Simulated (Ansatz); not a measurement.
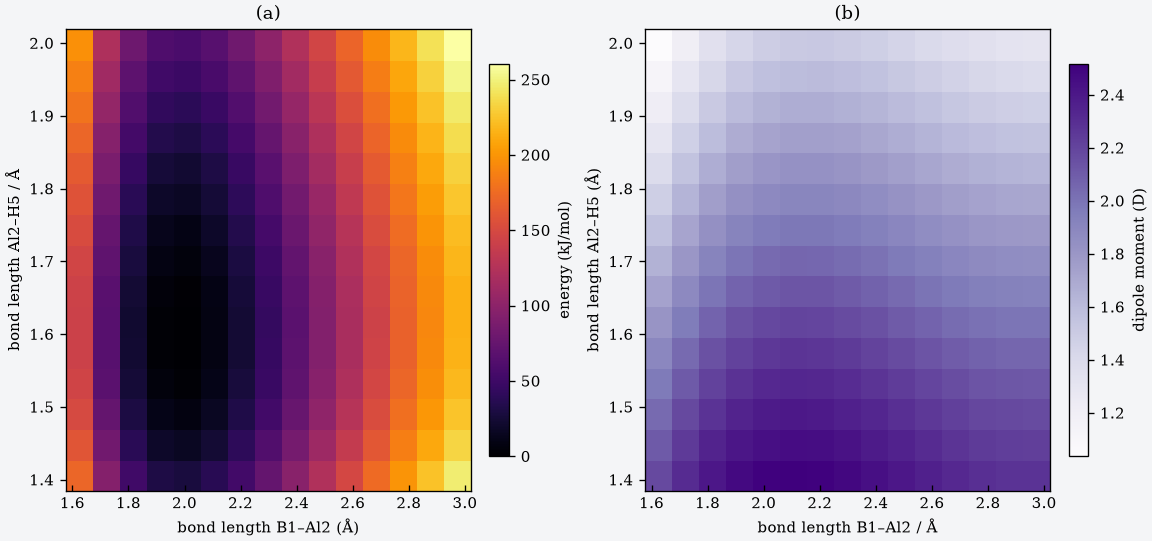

AlBH₃, SMILES [BH2][AlH], spin multiplicity 2. 
- The first coordinate is: bond length B1–Al2; the second: bond length Al2–H5.
- Nothing is relaxed (all other coordinates rigid).
- The grid has 15 × 15 points.
- All energies are given in kJ/mol relative to the lowest grid point.
- All numbers below come from UKS SPW92 (LDA)/def2-TZVP in Ansatz.

Panel (a) is the energy and panel (b) the computed dipole moment on the same grid.

The picture shows one coloured cell a grid point.

Question: How does the dipole moment vary over the map, and what is it at the lowest grid point?

Answer: Leaving out the highest fifth of the energies, it runs from 1.21 D at bond length B1–Al2 = 1.721 Å, bond length Al2–H5 = 1.998 Å to 2.52 D at bond length B1–Al2 = 2.106 Å, bond length Al2–H5 = 1.406 Å. At the lowest grid point, bond length B1–Al2 = 2.010 Å, bond length Al2–H5 = 1.618 Å, it is 2.18 D.
